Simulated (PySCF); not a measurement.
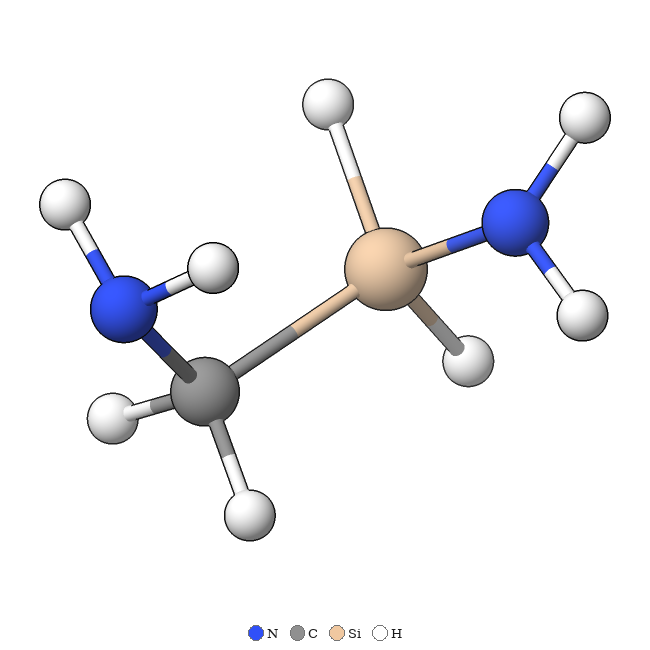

Computed geometry: PBE0-D3(BJ)/def2-SVP optimisation. No frequency run is at hand to confirm it as a minimum.

Draw it as a skeletal formula.

SMILES: NC[SiH2]N

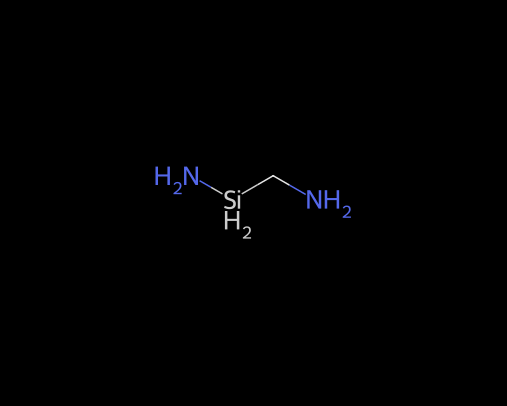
